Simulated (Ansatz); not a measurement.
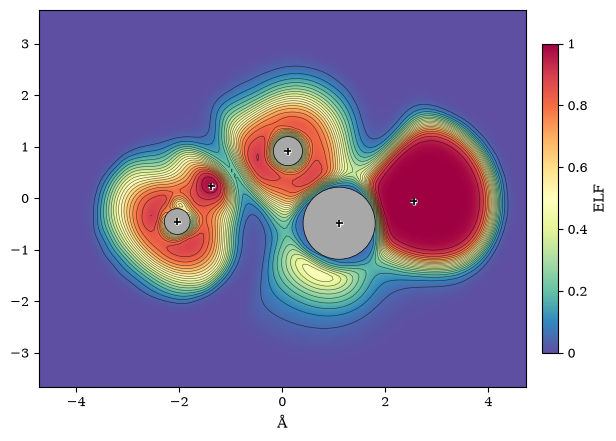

The ELF on a plane through atoms (crosses mark nuclei in the plane; grey discs cover the cores).

Level of theory: RKS PBE-D4/def2-SVP (Ansatz).

Candidates:
A. H4OSi···H2···HF
B. AsGaH7N

Which system is this?

Candidate A: H4OSi···H2···HF on the plane of atoms H4, Si1 and O7, which holds Si, H, O and F. O7···H6 (1.63 Å): the ELF dips to about 0.20 between them (by its geometry a hydrogen bond between the two molecules, with no shared pair). Si–O (1.72 Å): the ELF peaks at about 0.90 between the atoms, as expected for a shared but strongly polarised pair.
